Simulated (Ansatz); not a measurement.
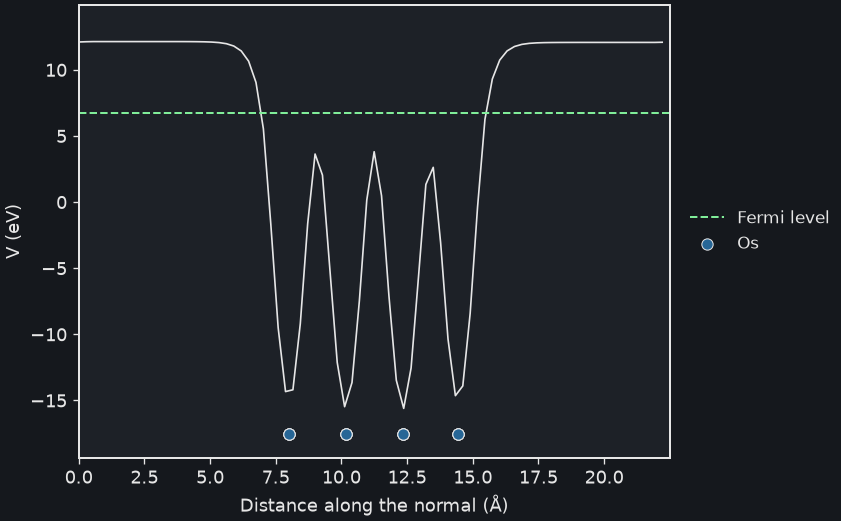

Plane-averaged electrostatic potential energy of an electron across the slab; circles at the bottom mark the heights of the atoms (positions after relaxation).

System: a (001) slab cut from Os (P6_3/mmc), 16 atoms in the cell. Starting structure of the relaxation:

```yaml
crystal:
  lattice:
    - [5.46992, 0.00000, 0.00000]
    - [-2.73496, 4.73709, 0.00000]
    - [0.00000, 0.00000, 22.49025]
  atoms:
    - { symbol: Os, position: [0.33333, 0.16667, 0.35571] }
    - { symbol: Os, position: [0.33333, 0.66667, 0.35571] }
    - { symbol: Os, position: [0.83333, 0.16667, 0.35571] }
    - { symbol: Os, position: [0.83333, 0.66667, 0.35571] }
    - { symbol: Os, position: [0.16667, 0.33333, 0.45190] }
    - { symbol: Os, position: [0.16667, 0.83333, 0.45190] }
    - { symbol: Os, position: [0.66667, 0.33333, 0.45190] }
    - { symbol: Os, position: [0.66667, 0.83333, 0.45190] }
    - { symbol: Os, position: [0.33333, 0.16667, 0.54810] }
    - { symbol: Os, position: [0.33333, 0.66667, 0.54810] }
    - { symbol: Os, position: [0.83333, 0.16667, 0.54810] }
    - { symbol: Os, position: [0.83333, 0.66667, 0.54810] }
    - { symbol: Os, position: [0.16667, 0.33333, 0.64429] }
    - { symbol: Os, position: [0.16667, 0.83333, 0.64429] }
    - { symbol: Os, position: [0.66667, 0.33333, 0.64429] }
    - { symbol: Os, position: [0.66667, 0.83333, 0.64429] }
```

Computed with Ansatz 0.2.0: DFT PBE+D3(BJ), scalar-relativistic, plane waves, PAW, no spin polarisation, 4×4×1 k mesh, 420 eV cutoff.

> What is the work function?

The work function is 5.36 eV at the right face and 5.42 eV at the left.

> How thick are slab and vacuum?

The outermost atoms are 6.4 Å apart, which leaves 16.0 Å of vacuum in a cell 22.5 Å high.

> Do the two faces differ, and what does that say about the slab's dipole?

The vacuum levels differ by 0.06 eV, so the slab carries a dipole along its normal. Some atoms were held fixed in the relaxation, which can itself make the faces differ.

Spin-orbit coupling is left out, which matters for Os.
